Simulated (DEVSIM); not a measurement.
Device: abrupt CdTe p-n junction, at 250 K.

```tsv
layer (left to right)	material	thickness (μm)	Nd (cm⁻³)	Na (cm⁻³)	τn (s)	τp (s)
1	CdTe	0.330	-	6.8e16	4.1e-10	4.1e-10
2	CdTe	2.40	9.9e16	-	4.1e-10	4.1e-10
```

Left contact: ohmic. Right contact: ohmic. Voltage is applied to the left contact. Recombination: SRH at mid-gap. Mobility is constant in doping.

The device is made up for the run: typed textbook-type constants, with dimensions and the other settings drawn at random. Values at 300 K; Nc and Nv go as T^1.5, mobilities as T to minus their exponent, the gap by Varshni's rule with the affinity fixed.

| parameter | CdTe |
|---|---|
| gap (eV) | 1.5 |
| affinity (eV) | 4.28 |
| permittivity | 10.2 |
| Nc (cm⁻³) | 8e17 |
| Nv (cm⁻³) | 1.8e19 |
| μn (cm²/Vs) | 1000 |
| μp (cm²/Vs) | 80 |
| T exponent of μn | 1.7 |
| T exponent of μp | 1.5 |
| Varshni α (eV/K) | 0.00031 |
| Varshni β (K) | 108 |

Simulated with DEVSIM: 1D drift-diffusion, Boltzmann statistics, complete ionisation; no tunnelling, impact ionisation, image-force lowering or self-heating.

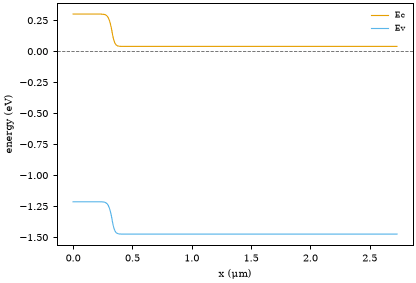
Fig. 1. Band edges at 1.1 V on the left contact

Energies count from the Fermi level of the right contact; mesh points crowd at the junctions.

| x (μm) | Ec (eV) | Ev (eV) | n (cm⁻³) | p (cm⁻³) | field (V/cm) |
|---|---|---|---|---|---|
| 0.000 | 0.300 | -1.214 | < 1e2 | 6.8e16 | ≈ 0 |
| 0.01615 | 0.300 | -1.214 | 3.1e10 | 6.8e16 | ≈ 0 |
| 0.04399 | 0.300 | -1.214 | 8.4e10 | 6.8e16 | ≈ 0 |
| 0.08525 | 0.300 | -1.214 | 1.6e11 | 6.8e16 | ≈ 0 |
| 0.1780 | 0.300 | -1.214 | 3.4e11 | 6.8e16 | ≈ 0 |
| 0.2435 | 0.299 | -1.215 | 4.8e11 | 6.6e16 | -530 |
| 0.2877 | 0.283 | -1.231 | 1.2e12 | 3.1e16 | -11000 |
| 0.3205 | 0.196 | -1.318 | 6.8e13 | 5.5e14 | -45000 |
| 0.3342 | 0.126 | -1.388 | 1.7e15 | 2.2e13 | -48000 |
| 0.3539 | 0.063 | -1.451 | 3.3e16 | 1.1e12 | -18000 |
| 0.3902 | 0.040 | -1.474 | 9.4e16 | 3.6e11 | -980 |
| 0.4794 | 0.039 | -1.475 | 9.9e16 | 2.5e11 | ≈ 0 |
| 0.5980 | 0.039 | -1.475 | 9.9e16 | 1.7e11 | ≈ 0 |
| 0.7974 | 0.039 | -1.475 | 9.9e16 | 8.9e10 | ≈ 0 |
| 1.316 | 0.039 | -1.475 | 9.9e16 | 1.6e10 | ≈ 0 |
| 1.900 | 0.039 | -1.475 | 9.9e16 | 2.4e9 | ≈ 0 |
| 2.247 | 0.039 | -1.475 | 9.9e16 | 7.4e8 | ≈ 0 |
| 2.464 | 0.039 | -1.475 | 9.9e16 | 3.1e8 | ≈ 0 |
| 2.607 | 0.039 | -1.475 | 9.9e16 | 1.3e8 | ≈ 0 |
| 2.671 | 0.039 | -1.475 | 9.9e16 | 6.2e7 | ≈ 0 |
| 2.705 | 0.039 | -1.475 | 9.9e16 | 2.6e7 | ≈ 0 |
| 2.730 | 0.039 | -1.475 | 9.9e16 | < 1e2 | ≈ 0 |
